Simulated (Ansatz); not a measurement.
**C2H5BrSi: up Jacob's ladder to CCSD(T)**

Aim: compute C2H5BrSi with functionals from several rungs and with coupled cluster. The yardstick is the atomisation energy at the CCSD(T) limit.

Method: functionals in def2-TZVPP, the program's frozen cores in correlated methods; program: Ansatz 0.2.0, Gaussian basis.

Plan: PBE-D4, r2SCAN-D4, PBE0-D4, B3LYP-D4, ωB97X-V, ωB97M-V, B2PLYP; CCSD(T)/def2-TZVPP; MP2/def2-QZVPP; extrapolation to the limit.

## 1. The geometry

All runs share one geometry, relaxed beforehand with PBE0-D4 in a triple-zeta def2 set.

9 atoms, charge 0, spin multiplicity 1.

Atoms are counted from 1 here; the program's logs count them from 0.

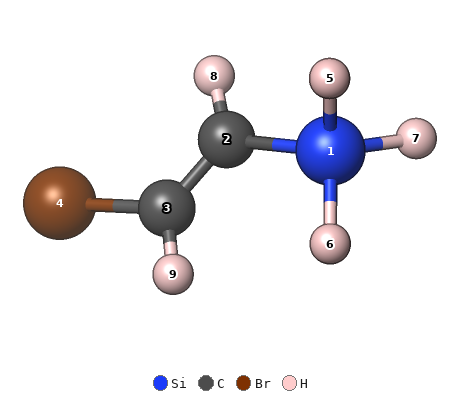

The geometry (silicon blue, carbon dark grey, bromine brown, hydrogen pink); atoms are numbered from 1 in the order of the file.

Coordinates:

```xyz
9
C2H5BrSi
Si   -0.51716    1.25772   -0.08558
C    -0.16092   -0.49433    0.42934
C     0.76385   -1.21331   -0.18720
Br    1.19097   -2.99315    0.26583
H    -0.28206    2.18836    1.04968
H     0.37820    1.61317   -1.21673
H    -1.93573    1.39394   -0.50901
H    -0.71605   -0.94387    1.24885
H     1.36740   -0.85493   -1.01229
```

## 2. PBE-D4 (GGA)

The input, in.yaml:

```yaml
crystal:
  periodic: [false, false, false]
  atoms:
    - {symbol: Si, position_ang: [-0.517159, 1.257717, -0.085576]}
    - {symbol: C, position_ang: [-0.160922, -0.494328, 0.429336]}
    - {symbol: C, position_ang: [0.763848, -1.213306, -0.187199]}
    - {symbol: Br, position_ang: [1.190974, -2.993147, 0.265833]}
    - {symbol: H, position_ang: [-0.282062, 2.188357, 1.049681]}
    - {symbol: H, position_ang: [0.378200, 1.613173, -1.216726]}
    - {symbol: H, position_ang: [-1.935728, 1.393937, -0.509005]}
    - {symbol: H, position_ang: [-0.716055, -0.943873, 1.248849]}
    - {symbol: H, position_ang: [1.367405, -0.854928, -1.012293]}
basis:
  gaussian: {orbitals: def2-TZVPP}
hamiltonian: {xc: pbe, dispersion: d4}
output: {forces: true, orbitals: {seedname: orbitals}}
```

Started as:

```sh
$ ansatz run in.yaml --threads 4 --pin off --events-out ev --progress --plain --max-ram 10444MiB
```

The runs that follow: r2SCAN-D4 (meta-GGA); PBE0-D4 (hybrid); B3LYP-D4 (hybrid); ωB97X-V (range-separated); ωB97M-V (range-separated); B2PLYP (double hybrid); CCSD(T) in def2-TZVPP; MP2 in def2-QZVPP.

**Question.** What will the summary of the whole plan be? Wanted: atomisation energy, CCSD(T)/CBS; farthest; mean size of error, hybrid; mean size of error, range-separated; gap, smallest and largest; T1 diagnostic; triples share of the correlation energy.

**Answer**, as computed:

| quantity | value |
| --- | --- |
| atomisation energy, CCSD(T)/CBS | 3112.5 kJ/mol |
| functionals within 31.1 kJ/mol (1.0 %) | r2SCAN-D4, PBE0-D4, B3LYP-D4, ωB97X-V, ωB97M-V |
| farthest | PBE-D4 (+45.3 kJ/mol) |
| mean size of error, hybrid | 4.1 kJ/mol |
| mean size of error, range-separated | 2.8 kJ/mol |
| gap, smallest and largest | 4.63 eV (PBE-D4), 11.17 eV (ωB97X-V) |
| T1 diagnostic | 0.0100 |
| triples share of the correlation energy | 4.0 % |

In words: PBE-D4 is off by +45.3 kJ/mol. Double hybrids carry the basis error of their MP2 part in triple zeta, and no dispersion term here, so their miss is partly the set-up's. The reference freezes the cores and leaves out relativity and excitations past (T), and its outer-core shells are covered unevenly, so misses under about 31.1 kJ/mol can't be ranked. All levels share the lack of spin-orbit coupling, which lowers the free heavy atoms and so the true binding. Hartree-Fock recovers 74 % of the binding; the rest is correlation. The gap grows from 4.6 to 11.2 eV across the functionals, mostly with the share of exact exchange. Correlated methods include outer-core shells of Br, which these sets cover unevenly.
